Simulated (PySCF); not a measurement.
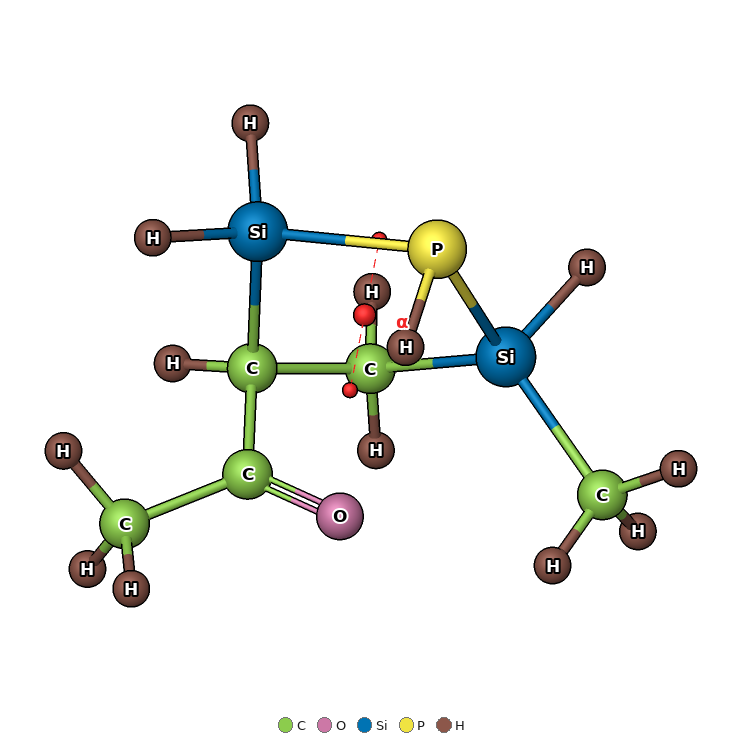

The small points mark where nucleus-independent chemical shifts (NICS) were computed: at the centre of each lettered ring and 1 Å above and below it. The computed structure is the end point of a GFN2-xTB optimisation. No frequency run is at hand to confirm it as a minimum. Method: GIAO PBE0/pcSseg-1 NMR shielding, non-relativistic, gas phase (PySCF 2.14.0).

Give NICS(0), NICS(1) and the out-of-plane component NICS(1)zz for each ring (means of the two sides).

```json
{"ring": "α", "members": "C2PSi2", "NICS(0)": "−6.6", "NICS(1)": "−5.1", "NICS(1)zz": "−5.2"}
```

Values in ppm.

What do the values say about the ring currents?

Answer. Ring α: weak, as in a non-aromatic ring. NICS is one index among several.

The geometry is semi-empirical. Around P, Si such bond lengths and angles can be off by a tenth of an ångström or more and by several degrees, and values that hang on the shape move with them.
